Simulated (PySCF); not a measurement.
## Electronic structure of AlH$_{3}$···C$_{2}$H$_{4}$ (SMILES [AlH3].C=C) in real space

| atom | x (Å) | y (Å) | z (Å) |
| --- | --- | --- | --- |
| Al | 0.0473 | 0.4578 | 0.9848 |
| H | 0.5716 | -0.8072 | 0.1664 |
| H | 0.6436 | 1.8962 | 0.6501 |
| H | -1.3839 | 0.3506 | 1.6807 |
| C | 0.8614 | 0.3283 | 3.3437 |
| C | 1.8213 | -0.2365 | 2.6012 |
| H | 0.8086 | 1.4038 | 3.4807 |
| H | 0.1245 | -0.2688 | 3.8670 |
| H | 1.9004 | -1.3115 | 2.4931 |
| H | 2.5810 | 0.3631 | 2.1098 |

Geometry: PBE0-D3(BJ)/def2-TZVPD.

Theory: wB97M-D3(BJ)/def2-TZVPD, SCF density, gas phase (PySCF 2.14.0).

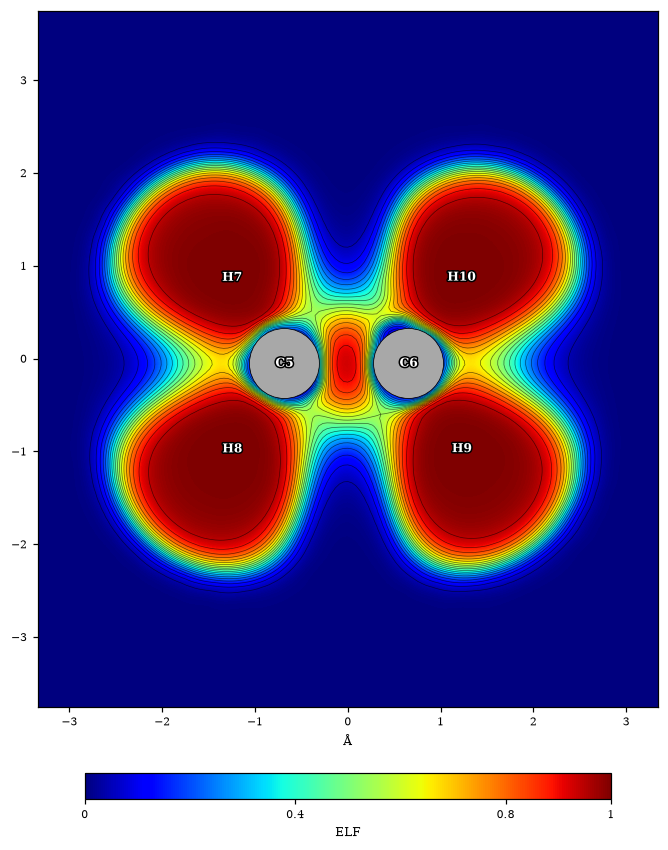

Figure 1. ELF on the plane of atoms H7, C5 and H8. Grey discs cover the atomic cores.

### Describe what can be read from this map.

The section cuts through C and H sites. C–C (1.34 Å): the ELF peaks at about 0.95 between the atoms (a short, multiple covalent bond). C–H (1.08 Å): the ELF climbs to about 1 towards the hydrogen, as it does in any bond to H (an ordinary covalent bond to hydrogen).

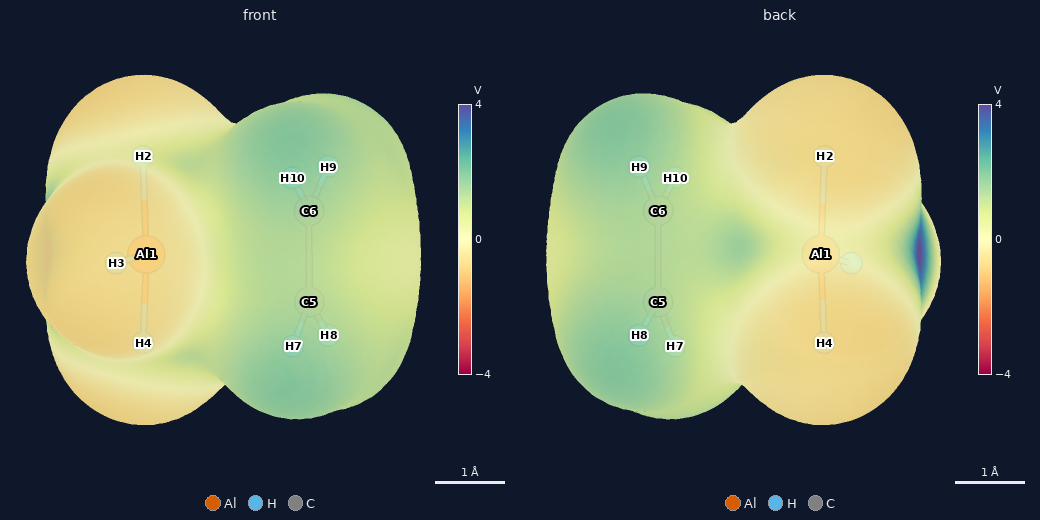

Figure 2. The molecular electrostatic potential painted on the density surface at 0.004 e/bohr³, seen from the front and from behind; red is negative and blue positive.

### Which sites attract a positive test charge, and which a negative one?

A positive charge is drawn to the negative regions and a negative charge to the positive ones. The most negative region (about −0.8 V, or −18 kcal/mol for a unit charge) lies over H2, H3 and H4, the most positive (about +3.7 V, or +85 kcal/mol for a unit charge) over Al1.

### How polar is the complex by this calculation?

Its dipole moment is 2.97 D.
